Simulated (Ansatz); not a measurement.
The calculation's input:

```
crystal:
  periodic: [false, false, false]
  atoms:
    - {symbol: C, position_ang: [-1.013281, 1.080249, 0.082393]}
    - {symbol: B, position_ang: [-0.198976, -0.135715, 0.647455]}
    - {symbol: C, position_ang: [1.194536, 0.041132, 1.353231]}
    - {symbol: O, position_ang: [-0.754823, -1.375613, 0.487372]}
    - {symbol: S, position_ang: [0.462553, -0.944835, -2.908958]}
    - {symbol: H, position_ang: [-1.434339, 1.650855, 0.919248]}
    - {symbol: H, position_ang: [-1.843084, 0.782032, -0.561475]}
    - {symbol: H, position_ang: [-0.370372, 1.779862, -0.459770]}
    - {symbol: H, position_ang: [1.226967, 0.929824, 1.988995]}
    - {symbol: H, position_ang: [1.952639, 0.196921, 0.575484]}
    - {symbol: H, position_ang: [1.514560, -0.819518, 1.948328]}
    - {symbol: H, position_ang: [-0.223535, -2.073936, 0.879209]}
    - {symbol: H, position_ang: [-0.173711, 0.233165, -2.992584]}
    - {symbol: H, position_ang: [-0.352132, -1.373521, -1.930129]}
basis:
  gaussian: {orbitals: def2-TZVPP}
hamiltonian: {xc: pbe0, dispersion: d4}
output: {orbitals: {seedname: orbitals}}
```

Run with:

```sh
ansatz run in.yaml --threads 4 --pin off --events-out ev --progress --plain --max-ram 10444MiB
```

Geometry: PBE0-D4/def2-TZVP; at this geometry the atoms fall into two loosely joined parts.

Method: RKS PBE0-D4/def2-TZVPP in Ansatz.

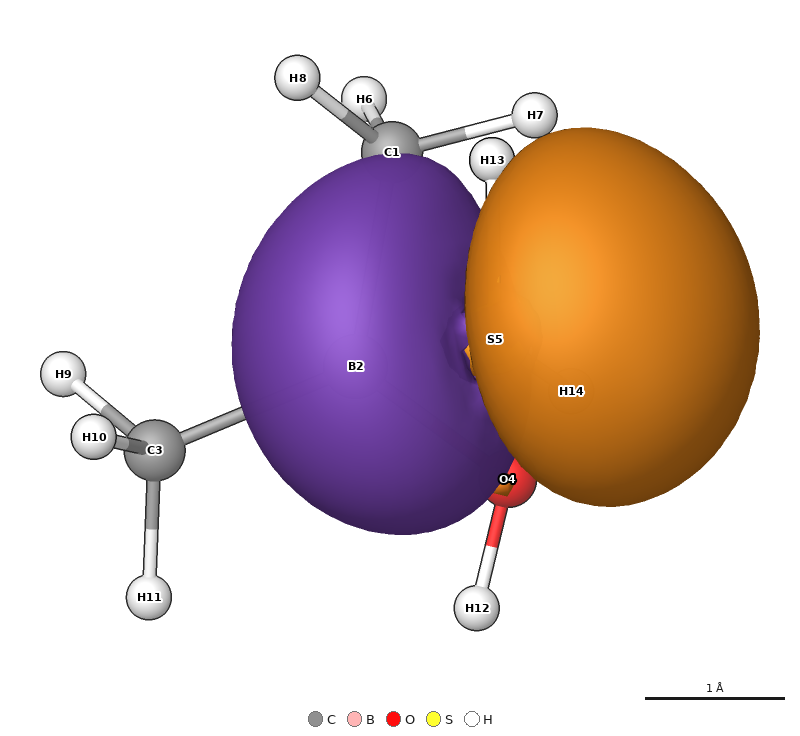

C2H9BOS. The HOMO at ±0.1 Å⁻³ᐟ² (orange and purple are the two phases), seen at an oblique angle.

**What is the character of this orbital?**

It lies mainly on S5 (about 90 %); largely a lone pair of S5. Its energy is −7.36 eV.
